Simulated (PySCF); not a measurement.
Mg(I)(SiMe3), C3H9IMgSi, SMILES [Mg]([I])[Si](C)(C)C, GFN2-xTB optimised geometry. Atoms within 1.6 Å of the plane z = 0.6 Å (x, y, z in Å): Mg1 (0.79, 0.11, 0.00), I2 (3.44, 0.11, 0.00), Si3 (-1.67, 0.09, -0.01), C4 (-2.31, -1.62, -0.58), C6 (-2.35, 0.44, 1.75), H7 (-3.40, -1.66, -0.59), H9 (-1.96, -2.41, 0.08), H11 (-2.03, 2.41, -0.90), H13 (-2.02, 1.41, 2.11), H15 (-3.44, 0.43, 1.77).

Method: CAM-B3LYP/def2-TZVP, def2 effective core potentials past Kr in PySCF. The core electrons that the potentials of I replace are not part of the density.

Map of the log10 of the electron density (e/bohr³), floored at −4 on the plane z = 0.6 Å:

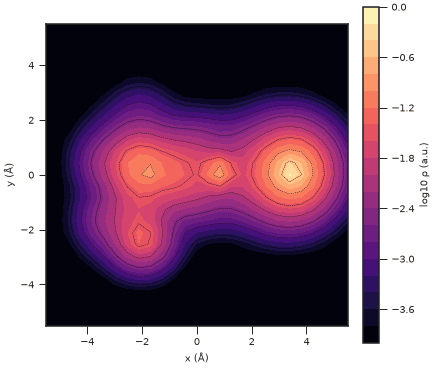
Fig. 1. Log10 of the electron density (e/bohr³), floored at −4 on the plane z = 0.6 Å.
